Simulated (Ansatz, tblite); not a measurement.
# Ge(NH2)H3 (GeNH₅): which spin state is lowest

Is the singlet the ground state of Ge(NH2)H3 (GeNH₅)? Other spin states are computed and compared level by level.

Program: Ansatz 0.2.0, Gaussian basis. Level of theory: as each input shows. These are calculated values, not measurements.

Plan: triplet, at the geometry of the singlet (GFN1-xTB, GFN2-xTB, PBE0-D4/def2-TZVP, PBE-D4/def2-TZVP, r2SCAN-D4/def2-TZVP); the singlet's energies come from earlier runs.

## Step 1: The geometry

The singlet was relaxed beforehand with r2SCAN-D4/def2-TZVP.

7 atoms, charge 0, spin multiplicity 1.

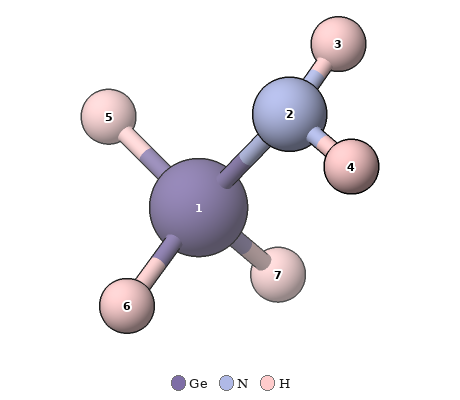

The structure; germanium purple, nitrogen light blue, hydrogen pink; atoms are numbered from 1 in the order of the file.

## Step 2: Triplet at the fixed geometry, GFN1-xTB

Tight binding, by tblite at 300 K electronic temperature and without a spin-polarisation term:

```python
tblite.interface.Calculator('GFN1-xTB', numbers, positions, charge=0, uhf=2).singlepoint()
```

Energy -199.2416 eV; 0.007 s.

## Step 3: Triplet at the fixed geometry, GFN2-xTB

Tight binding, by tblite at 300 K electronic temperature and without a spin-polarisation term:

```python
tblite.interface.Calculator('GFN2-xTB', numbers, positions, charge=0, uhf=2).singlepoint()
```

Energy -192.6616 eV; 0.006 s.

## Step 4: Triplet at the fixed geometry, PBE0-D4/def2-TZVP

File in.yaml:

```yaml
crystal:
  periodic: [false, false, false]
  atoms:
    - {symbol: Ge, position_ang: [0.010748, 0.020134, -0.696073]}
    - {symbol: N, position_ang: [0.129008, 0.240302, 1.134368]}
    - {symbol: H, position_ang: [0.661036, -0.496367, 1.583633]}
    - {symbol: H, position_ang: [-0.778468, 0.276939, 1.584458]}
    - {symbol: H, position_ang: [1.447487, 0.012517, -1.229141]}
    - {symbol: H, position_ang: [-0.770624, 1.224023, -1.233233]}
    - {symbol: H, position_ang: [-0.699177, -1.277546, -1.144013]}
basis:
  gaussian: {orbitals: def2-TZVP}
magnetization: {spin_polarized: true, initial_magnetization: 2}
hamiltonian: {xc: pbe0, dispersion: d4}
scf: {omitted_lower_state_checks: [starts]}
output: {orbitals: {seedname: orbitals}}
```

Run with:

```sh
$ ansatz run in.yaml --threads 2 --pin off --events-out ev --progress --plain --max-ram 4352MiB
```

Standard output:

```text
Functional definition: PBE0
  name "PBE0"
  cite "Adamo & Barone, J. Chem. Phys. 110, 6158 (1999) doi:10.1063/1.478522"
  cite "Perdew, Burke & Ernzerhof, Phys. Rev. Lett. 77, 3865 (1996) doi:10.1103/PhysRevLett.77.3865"
  parent pbe
  parameter a = 0.25
  parameter kappa = 0.804
  parameter beta = 0.06672455060314922
  exchange = (1 - a)*pbe_x(kappa = kappa, mu = beta*pi^2/3) + a*exact_x
  correlation = pbe_c(beta = beta)
these checks for a lower state are left out or cut short: starts
776 factors; their error is unknown
mean field evaluation 1: about -58067.5251 eV, gradient 4.2e1 eV
mean field evaluation 2: about -58039.9260 eV, gradient 7.9e1 eV
mean field evaluation 4: about -58074.6336 eV, gradient 9.9e0 eV
mean field evaluation 8: about -58075.3819 eV, gradient 2.3e-1 eV
mean field evaluation 16: about -58075.6522 eV, gradient 1.6e-3 eV
mean field -58075.65224797 eV, -2134.2408550221 hartree, gradient 2.8e-5 eV, S^2 2.005867; 0 other end points of the search recorded, 0 dependent functions left out
reference -58075.65227977 eV, -2134.2408561907 hartree; 23, 21 occupied and 86, 88 virtual orbitals, 776 factors
Total energy: -58075.72340755 eV, -2134.2434700883 hartree
Checks for a lower state left out: starts
```

It took 3.8 s on 2 threads of Intel Xeon at 2.50GHz, shared host.

Report: HOMO -2.26 eV, LUMO -5.79 eV (over both spins; with the spin held, an empty level of the minority spin lies below the top filled one); ⟨S²⟩ 2.006 (pure: 2.00).

## Step 5: Triplet at the fixed geometry, PBE-D4/def2-TZVP

start.molden holds the orbitals of an earlier run on this state, given as this run's starting guess.

in.yaml: that of step 4 with these lines changed.

```diff
@@ -11,5 +11,5 @@
 basis:
-  gaussian: {orbitals: def2-TZVP}
+  gaussian: {orbitals: def2-TZVP, initial_orbitals: start.molden}
 magnetization: {spin_polarized: true, initial_magnetization: 2}
-hamiltonian: {xc: pbe0, dispersion: d4}
+hamiltonian: {xc: pbe, dispersion: d4}
 scf: {omitted_lower_state_checks: [starts]}
```

The command is unchanged.

Standard output:

```text
Functional definition: PBE
  name "PBE"
  cite "Perdew, Burke & Ernzerhof, Phys. Rev. Lett. 77, 3865 (1996) doi:10.1103/PhysRevLett.77.3865"
  parent pbe
  parameter kappa = 0.804
  parameter beta = 0.06672455060314922
  exchange = pbe_x(kappa = kappa, mu = beta*pi^2/3)
  correlation = pbe_c(beta = beta)
these checks for a lower state are left out or cut short: starts
733 factors; their error is unknown
mean field evaluation 1: about -58074.0172 eV, gradient 6.6e0 eV
mean field evaluation 2: about -58074.1340 eV, gradient 3.1e-1 eV
mean field evaluation 4: about -58074.1191 eV, gradient 1.9e-1 eV
mean field evaluation 8: about -58074.1192 eV, gradient 1.5e-5 eV
mean field -58074.11919795 eV, -2134.1845164728 hartree, gradient 1.5e-5 eV, S^2 2.003911; 0 other end points of the search recorded, 0 dependent functions left out
reference -58074.11924037 eV, -2134.1845180316 hartree; 23, 21 occupied and 86, 88 virtual orbitals, 733 factors
Total energy: -58074.20513058 eV, -2134.1876744386 hartree
Checks for a lower state left out: starts
```

Run time: 2.8 s. Hardware: 2 threads of Intel Xeon at 2.50GHz, shared host.

Report: HOMO -1.59 eV, LUMO -7.04 eV (over both spins; with the spin held, an empty level of the minority spin lies below the top filled one); ⟨S²⟩ 2.004 (pure: 2.00).

## Step 6: Triplet at the fixed geometry, r2SCAN-D4/def2-TZVP

in.yaml: that of step 5 with these lines changed.

```diff
@@ -13,3 +13,3 @@
 magnetization: {spin_polarized: true, initial_magnetization: 2}
-hamiltonian: {xc: pbe, dispersion: d4}
+hamiltonian: {xc: r2scan, dispersion: d4}
 scf: {omitted_lower_state_checks: [starts]}
```

The command is unchanged.

Standard output:

```text
Functional definition: r2SCAN
  name "r2SCAN"
  cite "Furness, Kaplan, Ning, Perdew & Sun, J. Phys. Chem. Lett. 11, 8208 (2020) doi:10.1021/acs.jpclett.0c02405"
  cite "Furness, Kaplan, Ning, Perdew & Sun, J. Phys. Chem. Lett. 11, 9248 (2020) doi:10.1021/acs.jpclett.0c03077"
  parent r2scan
  parameter k0 = 0.174
  parameter k1 = 0.065
  parameter a1 = 4.9479
  exchange = r2scan_x(k0 = k0, k1 = k1, a1 = a1)
  correlation = r2scan_c
these checks for a lower state are left out or cut short: starts
733 factors; their error is unknown
mean field evaluation 1: about -58083.5790 eV, gradient 4.5e0 eV
mean field evaluation 2: about -58083.6173 eV, gradient 6.9e-2 eV
mean field evaluation 4: about -58083.6008 eV, gradient 1.2e-3 eV
mean field -58083.60079326 eV, -2134.5329586736 hartree, gradient 3.7e-5 eV, S^2 2.008096; 0 other end points of the search recorded, 0 dependent functions left out
reference -58083.60080638 eV, -2134.5329591559 hartree; 23, 21 occupied and 86, 88 virtual orbitals, 733 factors
Total energy: -58083.62043963 eV, -2134.5336806644 hartree
Checks for a lower state left out: starts
```

Wall time 4.8 s (2 threads of Intel Xeon at 2.50GHz, shared host).

HOMO -1.82 eV, LUMO -6.55 eV (over both spins; with the spin held, an empty level of the minority spin lies below the top filled one); ⟨S²⟩ 2.008 (pure: 2.00).

## Step 7: Triplet less singlet, vertical

The singlet's energies are those of its earlier runs, whose logs aren't repeated here.

| level | triplet less singlet, vertical (eV) | time |
| --- | --- | --- |
| GFN1-xTB | +6.585 | 0.018 s |
| GFN2-xTB | +8.240 | 0.012 s |
| PBE-D4/def2-TZVP | +5.554 | 4.2 s |
| r2SCAN-D4/def2-TZVP | +5.606 | 7.9 s |
| PBE0-D4/def2-TZVP | +5.735 | 7.1 s |

Times add the two runs; a level without a time comes out of a correlated run. Tight binding without a spin term can't rank spin states.

## Step 8: What came out

```
                                                quantity                                   value
triplet less singlet, vertical, functionals in def2-TZVP  +5.554 (PBE-D4) to +5.735 eV (PBE0-D4)
```

All functionals put the triplet above the singlet, over a spread of 0.182 eV. The checks for a lower triplet were left out, so another state of that spin may lie lower. These are electronic energies, without zero-point motion, entropy or surroundings.
